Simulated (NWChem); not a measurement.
# WO3 (tungsten trioxide) at 6 levels

We compute a comparison of 6 runs (M06-2X/def2-SVPD, PBE0/def2-SVPD, B2PLYP/def2-SVPD, B3LYP/def2-SVPD, BHLYP/def2-SVPD, CAM-B3LYP/def2-SVPD) of WO3 (tungsten trioxide). 

The results are computed with NWChem 7.3.0.

3 further runs of the same task are left out: 3 set aside as unsound or not needed.

**1. The structure to begin with**

The species is WO3 (4 atoms), meant as a singlet with charge 0. SMILES: `[O]=[W](=[O])=[O]`. Geometry: relaxed at PBE0-D4/def2-TZVP.

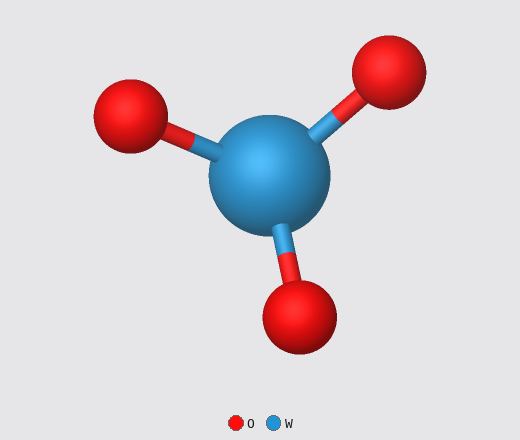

Viewed from a chosen angle; oxygen red, tungsten blue.

**2. Energy and gradient at M06-2X/def2-SVPD (core potential) (run 1)**

Input file test.nw:

```
start test
title "O3W gradient"
memory stack 880 mb heap 220 mb global 1100 mb
geometry units angstroms noautosym nocenter noautoz
  O    -0.237500    0.265200    1.555000
  W    -0.366400   -0.283700   -0.065200
  O     1.071700   -1.143300   -0.433900
  O    -0.412200    1.101500   -1.076300
end
basis spherical bse
  * library def2-SVPD
end
ecp bse
  W library def2-SVPD
end
dft
  xc m06-2x
  mult 1
  grid fine
  convergence energy 1e-08
  maxiter 100
  mulliken
  print low
end
task dft gradient
```

Launch:

```
$ nwchem test.nw > test.out
```

The program printed:

```text
[...]
 d= 0,ls=0.0,diis     1   -291.7785813127 -4.32D+02  5.91D-02  5.32D+00     3.9
[...]
 d= 0,ls=0.0,diis    12   -292.4369776482 -6.40D-09  1.29D-06  4.41D-09    36.5
         Total DFT energy =     -292.436977648190
      One electron energy =     -702.316985663302
           Coulomb energy =      302.497573790177
    Exchange-Corr. energy =      -32.986504798954
 Nuclear repulsion energy =      140.368939023888
[...]
      Total Density - Mulliken Population Analysis
     ---------------------------------------------
    Atom       Charge   Shell Charges
 -----------   ------   -------------------------------------------------------
    1 O    8     8.65   1.99  1.11  0.78  0.06  2.74  1.74  0.19  0.01  0.02
    2 W   14    12.05   0.04 -0.36  1.89  0.49  0.26  0.01  5.55  0.47  0.02 -0.08  3.42  0.13  0.22
    3 O    8     8.65   1.99  1.11  0.78  0.06  2.74  1.74  0.19  0.01  0.02
    4 O    8     8.65   1.99  1.11  0.78  0.06  2.74  1.74  0.19  0.01  0.02
[...]
                         DFT ENERGY GRADIENTS
    atom               coordinates                        gradient
                 x          y          z           x          y          z
   1 O      -0.448810   0.501155   2.938524    0.001326   0.001411   0.001825
   2 W      -0.692396  -0.536115  -0.123210   -0.005116  -0.003661  -0.000766
   3 O       2.025219  -2.160524  -0.819952    0.002645  -0.000024  -0.000187
   4 O      -0.778945   2.081533  -2.033912    0.001144   0.002274  -0.000871
 Task  times  cpu:       44.8s     wall:       44.8s
 Total times  cpu:       44.8s     wall:       44.8s
```

Run time: 46 s. Hardware: 1 thread of Intel Xeon Platinum 8375C at 2.90GHz (Ice Lake), shared host; peak memory 0.13 GiB.

**3. Energy and gradient at PBE0/def2-SVPD (core potential) (run 2)**

Input file run.py:

```python
from ase import Atoms
from ase.calculators.nwchem import NWChem

mol = Atoms(['O', 'W', 'O', 'O'], positions=[
    [-0.237500, 0.265200, 1.555000],
    [-0.366400, -0.283700, -0.065200],
    [1.071700, -1.143300, -0.433900],
    [-0.412200, 1.101500, -1.076300],
])

calc = NWChem(
    label='o3w',
    theory='dft',
    memory='2200 mb',
    basis='def2-SVPD',
    basispar='spherical bse',
    dft={'xc': 'pbe0', 'mult': '1', 'grid': 'fine', 'convergence': 'energy 1e-08', 'iterations': '100', 'mulliken': None, 'print': 'low'},
    **{'ecp bse': {'W library': 'def2-SVPD'}},
)
mol.calc = calc

forces = mol.get_forces()
print(f"energy = {mol.get_potential_energy():.6f} eV")
print("forces (eV/A):")
for s, f in zip(mol.symbols, forces):
    print(f"{s:2s} {f[0]:10.5f} {f[1]:10.5f} {f[2]:10.5f}")
```

Launch:

```
$ export ASE_NWCHEM_COMMAND="nwchem PREFIX.nwi > PREFIX.nwo"
$ python run.py
```

The program printed:

```text
energy = -7957.062887 eV
forces (eV/A):
O     0.10655    0.12670    0.19762
W    -0.44717   -0.31306   -0.07312
O     0.25397   -0.03204   -0.02684
O     0.08670    0.21834   -0.09765
```

The calculator wrote o3w.nwi:

```
title "o3w"

permanent_dir o3w

scratch_dir o3w

start o3w

geometry units angstrom nocenter noautosym noautoz
  O  -2.3749999999999999e-01 2.6519999999999999e-01 1.5549999999999999e+00
  W  -3.6640000000000000e-01 -2.8370000000000001e-01 -6.5199999999999994e-02
  O  1.0717000000000001e+00 -1.1433000000000000e+00 -4.3390000000000001e-01
  O  -4.1220000000000001e-01 1.1014999999999999e+00 -1.0763000000000000e+00
end

memory 2200 mb

basis spherical bse noprint
   * library def2-SVPD
end

dft
  xc pbe0
  mult 1
  grid fine
  convergence energy 1e-08
  iterations 100
  mulliken
  print low
end
ecp bse
  W library def2-SVPD
end

task dft gradient
```

o3w.nwo:

```text
Northwest Computational Chemistry Package (NWChem) 7.3.0
             --------------------------------------------------------

           Job information
           ---------------

    nwchem branch   = 7.3.0
    use scalapack   = T
    input           = o3w.nwi
    prefix          = o3w.
    data base       = o3w/o3w.db
    status          = startup
    nproc           =        1

           Memory information
           ------------------

[... 5 lines left out ...]
    hardfail = no
[... 36 lines left out ...]
            Nuclear Dipole moment (a.u.)
[... 82 lines left out ...]
         Total DFT energy =     -292.416669972303
[... 1 line left out ...]
           Coulomb energy =      302.789494470031
[... 1 line left out ...]
 Nuclear repulsion energy =      140.368939023888
[... 27 lines left out ...]
                         DFT ENERGY GRADIENTS

    atom               coordinates                        gradient
                 x          y          z           x          y          z
   1 O      -0.448810   0.501155   2.938524   -0.002072  -0.002464  -0.003843
   2 W      -0.692396  -0.536115  -0.123210    0.008696   0.006088   0.001422
   3 O       2.025219  -2.160524  -0.819952   -0.004939   0.000623   0.000522
   4 O      -0.778945   2.081533  -2.033912   -0.001686  -0.004246   0.001899

 Task  times  cpu:       39.7s     wall:       39.7s
 Total times  cpu:       39.8s     wall:       39.8s
```

Run time: 41 s. Hardware: 1 thread of Intel Xeon Platinum 8375C at 2.90GHz (Ice Lake), shared host; peak memory 0.13 GiB.

**4. A single-point energy at B2PLYP/def2-SVPD (core potential) (run 3)**

Input file test.nw:

```
start test
memory 2200 mb

geometry noautosym nocenter noautoz
  O     -0.237500     0.265200     1.555000
  W     -0.366400    -0.283700    -0.065200
  O      1.071700    -1.143300    -0.433900
  O     -0.412200     1.101500    -1.076300
end

basis spherical bse
  * library def2-SVPD
end

ecp bse
  W library def2-SVPD
end

dft
  xc hfexch 0.53 becke88 0.47 lyp 0.73 mp2 0.27
  dftmp2 semidirect
  grid fine
  convergence energy 1e-08
  maxiter 100
  mulliken
end

mp2
  freeze core 3
end

task dft energy
```

Launch:

```
$ nwchem test.nw > test.out
```

The program printed:

```text
[...]
          Wavefunction type:  closed shell.
          No. of atoms     :     4
          No. of electrons :    38
[...]
          Charge           :     0
          Spin multiplicity:     1
[...]
          AO basis - number of functions:   104
[...]
              XC Information
              --------------
                     Hartree-Fock (Exact) Exchange  0.530
                    Becke 1988 Exchange Functional  0.470
              Lee-Yang-Parr Correlation Functional  0.730
[...]
 d= 0,ls=0.0,diis     1   -291.3869760186 -4.32D+02  5.68D-02  5.09D+00     3.6
[...]
 d= 0,ls=0.0,diis    12   -292.0040743232 -9.63D-09  8.19D-07  1.74D-09    27.1
         Total DFT energy =     -292.004074323187
      One electron energy =     -702.246609121905
           Coulomb energy =      302.440495942316
    Exchange-Corr. energy =      -32.566900167485
 Nuclear repulsion energy =      140.368939023888
[...]
      Total Density - Mulliken Population Analysis
     ---------------------------------------------
    Atom       Charge   Shell Charges
 -----------   ------   -------------------------------------------------------
    1 O    8     8.71   1.99  1.12  0.79  0.08  2.75  1.76  0.19  0.01  0.02
    2 W   14    11.88   0.04 -0.36  1.88  0.49  0.22  0.01  5.58  0.43 -0.01 -0.08  3.34  0.12  0.22
    3 O    8     8.71   1.99  1.12  0.79  0.08  2.75  1.76  0.19  0.01  0.02
    4 O    8     8.71   1.99  1.12  0.79  0.08  2.75  1.76  0.19  0.01  0.02
[...]
  Basis functions       =    104
[...]
```

Run time: 32 s. Hardware: 1 thread of Intel Xeon Platinum 8375C at 2.90GHz (Ice Lake), shared host; peak memory 0.38 GiB.

Runs 4 to 5 aren't shown in full; the table further down has their settings and results.

**5. Energy and gradient at CAM-B3LYP/def2-SVPD (core potential) (run 6)**

Input file nw.xyz:

```xyz
4

O     -0.237500     0.265200     1.555000
W     -0.366400    -0.283700    -0.065200
O      1.071700    -1.143300    -0.433900
O     -0.412200     1.101500    -1.076300
```

Input file run.py:

```python
from ase.io import read
from ase.calculators.nwchem import NWChem

mol = read('nw.xyz')

calc = NWChem(
    label='nw',
    theory='dft',
    memory='2200 mb',
    basis='def2-SVPD',
    basispar='spherical bse',
    dft={'xc': 'xcamb88 1.00 lyp 0.81 vwn_5 0.19 hfexch 1.00', 'cam': '0.33 cam_alpha 0.19 cam_beta 0.46', 'mult': '1', 'grid': 'fine', 'convergence': 'energy 1e-08', 'direct': None, 'iterations': '100', 'mulliken': None},
    **{'ecp bse': {'W library': 'def2-SVPD'}},
)
mol.calc = calc

forces = mol.get_forces()
e = mol.get_potential_energy()
print(f"E = {e:.6f} eV")
print("forces (eV/A):")
for s, f in zip(mol.symbols, forces):
    print(f"{s:2s} {f[0]:10.5f} {f[1]:10.5f} {f[2]:10.5f}")
print("dipole (e A):", mol.get_dipole_moment().round(4))
```

Launch:

```
$ export ASE_NWCHEM_COMMAND="nwchem PREFIX.nwi > PREFIX.nwo"
$ python run.py
```

The program printed:

```text
E = -7960.360600 eV
forces (eV/A):
O     0.02617    0.08809    0.24832
W    -0.25104   -0.17442   -0.04211
O     0.22549   -0.12650   -0.05502
O    -0.00062    0.21284   -0.15118
dipole (e A): [-0.9879 -0.6978 -0.1561]
```

The calculator wrote nw.nwi:

```
title "nw"

permanent_dir nw

scratch_dir nw

start nw

geometry units angstrom nocenter noautosym noautoz
  O  -2.3749999999999999e-01 2.6519999999999999e-01 1.5549999999999999e+00
  W  -3.6640000000000000e-01 -2.8370000000000001e-01 -6.5199999999999994e-02
  O  1.0717000000000001e+00 -1.1433000000000000e+00 -4.3390000000000001e-01
  O  -4.1220000000000001e-01 1.1014999999999999e+00 -1.0763000000000000e+00
end

memory 2200 mb

basis spherical bse noprint
   * library def2-SVPD
end

dft
  xc xcamb88 1.00 lyp 0.81 vwn_5 0.19 hfexch 1.00
  cam 0.33 cam_alpha 0.19 cam_beta 0.46
  mult 1
  grid fine
  convergence energy 1e-08
  direct
  iterations 100
  mulliken
end
ecp bse
  W library def2-SVPD
end

task dft gradient
```

nw.nwo:

```text
Northwest Computational Chemistry Package (NWChem) 7.3.0
             --------------------------------------------------------

           Job information
           ---------------

    nwchem branch   = 7.3.0
    use scalapack   = T
    input           = nw.nwi
    prefix          = nw.
    data base       = nw/nw.db
    status          = startup
    nproc           =        1

           Memory information
           ------------------

[... 5 lines left out ...]
    hardfail = no
[... 94 lines left out ...]
  convergence criterion.
[... 47 lines left out ...]
          Spatial weights used:  Erf1
[... 32 lines left out ...]
 1-e energy   =    -699.532440
[... 42 lines left out ...]
           Coulomb energy =      302.651465627702
[... 804 lines left out ...]
          Convergence on density requested:  1.00D-05
[... 32 lines left out ...]
          total energy or number of iterations.
[... 41 lines left out ...]
                 ----------------------------------------
                 |  Time  |  1-e(secs)   |  2-e(secs)   |
                 ----------------------------------------
                 |  CPU   |       0.09   |      62.45   |
                 ----------------------------------------
                 |  WALL  |       0.09   |      62.45   |
                 ----------------------------------------

 Task  times  cpu:      186.2s     wall:      186.2s
 Total times  cpu:      186.2s     wall:      186.2s
```

Run time: 3.1 min. Hardware: 1 thread of Intel Xeon Platinum 8375C at 2.90GHz (Ice Lake), shared host; peak memory 0.13 GiB.

**6. Overview of the runs**

| run | level | task | frozen core orbitals | energy (Eh) | largest force (eV/Å) | wall time |
| --- | --- | --- | --- | --- | --- | --- |
| 1 | M06-2X/def2-SVPD (core potential) | gradient | – | -292.436978 | 0.326 | 46 s |
| 2 | PBE0/def2-SVPD (core potential) | gradient | – | -292.416670 | 0.551 | 41 s |
| 3 | B2PLYP/def2-SVPD (core potential) | energy | 3 | -292.361461 | – | 32 s |
| 4 | B3LYP/def2-SVPD (core potential) | gradient | – | -292.692051 | 1.355 | 33 s |
| 5 | BHLYP/def2-SVPD (core potential) | gradient | – | -292.381713 | 0.633 | 36 s |
| 6 | CAM-B3LYP/def2-SVPD (core potential) | gradient | – | -292.537859 | 0.309 | 3.1 min |

**7. Results**

| quantity | value |
| --- | --- |
| run 6: total energy | -292.53786 Eh |
| run 6: dipole moment | 5.86 D |
| run 6: HOMO energy | -10.50 eV |
| run 6: LUMO energy | -4.11 eV |
| run 6: HOMO–LUMO gap | 6.39 eV |
| run 6: largest force on an atom | 0.309 eV/Å |

Over runs 3, 4, 5, 6 the dipole moment (its size) runs from 5.64 D (B3LYP/def2-SVPD) to 6.11 D (B2PLYP/def2-SVPD). A double hybrid's value is that of its SCF part. Over runs 3, 4, 5, 6 the HOMO–LUMO gap runs from 3.58 eV (B3LYP/def2-SVPD) to 6.51 eV (B2PLYP/def2-SVPD). Totals of different functionals can't be ranked against each other. All runs together took 6.3 min, the longest 3.1 min.
